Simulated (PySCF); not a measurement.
Consider C4H9ClOSi.

```yaml
atoms:
  - { symbol: Cl, position_ang: [2.7893, -1.7400, 0.4041] }
  - { symbol: C, position_ang: [2.1126, -0.1119, 0.2264] }
  - { symbol: C, position_ang: [0.6847, -0.0678, 0.7558] }
  - { symbol: C, position_ang: [-0.2874, -0.9329, -0.0545] }
  - { symbol: C, position_ang: [-1.6905, -0.3676, 0.1645] }
  - { symbol: Si, position_ang: [-1.3269, 1.4930, 0.3647] }
  - { symbol: O, position_ang: [0.2606, 1.2750, 0.7060] }
  - { symbol: H, position_ang: [2.7454, 0.5756, 0.7878] }
  - { symbol: H, position_ang: [2.1367, 0.1476, -0.8326] }
  - { symbol: H, position_ang: [0.6813, -0.3873, 1.8071] }
  - { symbol: H, position_ang: [-0.2035, -1.9791, 0.2395] }
  - { symbol: H, position_ang: [-0.0226, -0.8495, -1.1108] }
  - { symbol: H, position_ang: [-2.3512, -0.6361, -0.6555] }
  - { symbol: H, position_ang: [-2.1227, -0.7807, 1.0763] }
  - { symbol: H, position_ang: [-1.4278, 2.2656, -0.8681] }
  - { symbol: H, position_ang: [-1.9858, 2.1051, 1.5127] }
```

Geometry: GFN2-xTB.

All numbers below come from PBE0/pcSseg-1, SCF density, gas phase, non-relativistic in PySCF 2.14.0.

Question: Predict the electron density and electron localisation function between the atoms.

Answer: C–O (1.41 Å): ρ is about 2 e/Å³ halfway, with its minimum of 1.8 e/Å³ about 0.5 Å from C; the ELF peaks at about 0.90 between the atoms, as expected for a shared but strongly polarised pair.
Si–O (1.64 Å): ρ is about 1.2 e/Å³ halfway; the ELF peaks at about 0.90 between the atoms (a shared but strongly polarised pair).
C–Si (1.91 Å): ρ at the midpoint is about 0.92 e/Å³; the ELF peaks at about 0.95 between the atoms: a shared electron pair.

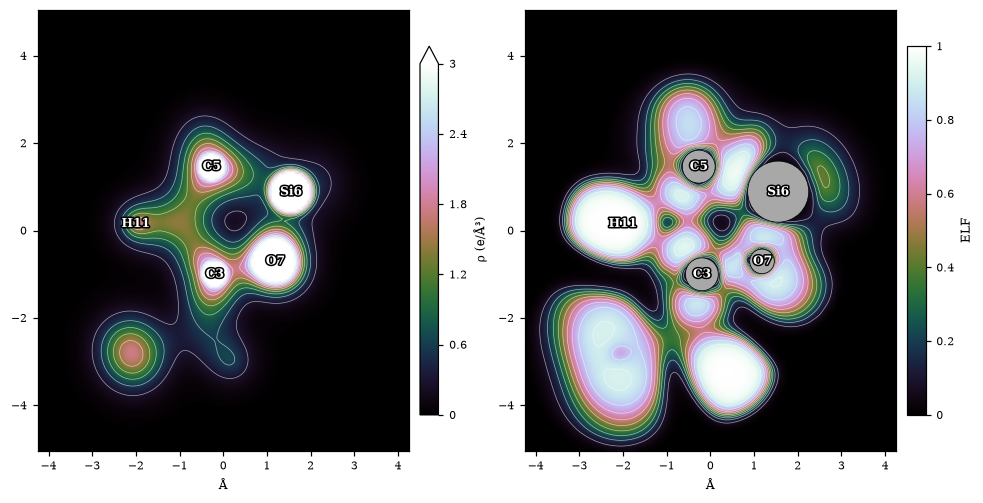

Computed electron density and electron localisation function on the plane of atoms C5, Si6 and O7, in this order. Grey discs cover the atomic cores in the ELF map. 
